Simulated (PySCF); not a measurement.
C$_{2}$H$_{3}$FSi, SMILES `C#C[SiH2]F`.

Computed with PySCF, PBE0/6-31G*, geometry: GFN2-xTB. No frequency check shows the geometry to be a minimum. Without diffuse functions Rydberg states are missing, so the states' numbers hold for this basis only.

Cartesian coordinates (Å):

```
C1      -2.3203    0.2401   -0.0001
C2      -1.1540   -0.0510    0.0001
Si3      0.6351   -0.5057   -0.0000
F4       1.4766    0.8671    0.0000
H5      -3.3399    0.5007   -0.0000
H6       1.0028   -1.1797   -1.2362
H7       1.0027   -1.1797    1.2363
```

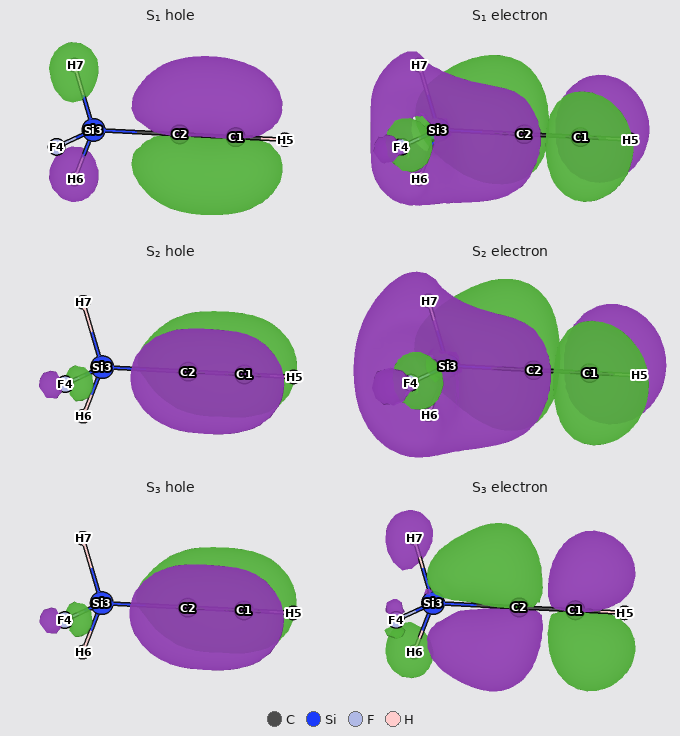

Leading natural transition orbitals (TDA singlet states).

Describe these excited states.

Answer. By state:
- S₁: 5.92 eV (209 nm), f = 0.001 (very weak); the leading pair carries 97 %; hole on C1 (45 %), C2 (42 %) and Si3 (6 %), electron on C1 (31 %), Si3 (30 %) and C2 (24 %); their centroids lie 0.7 Å apart.
- S₂: 6.40 eV (194 nm), f = 0.008; the leading pair carries 61 %; hole on C1 and C2 (45 % each) and Si3 (6 %), electron on C1 (32 %), Si3 (27 %) and C2 (26 %) (shares are of the whole state, not of the leading pair alone); their centroids lie 0.6 Å apart.
- S₃: 6.67 eV (186 nm), f = 0.000 (very weak); the leading pair carries 97 %; hole on C1 and C2 (45 % each) and Si3 (6 %), electron on C1 (38 %), C2 (32 %) and Si3 (18 %); their centroids lie 0.3 Å apart.

The PySCF run took 31 s on 1 thread of Intel(R) Xeon(R) Platinum 8375C CPU @ 2.90GHz (Ice Lake), on a shared host, peak memory 0.42 GiB.
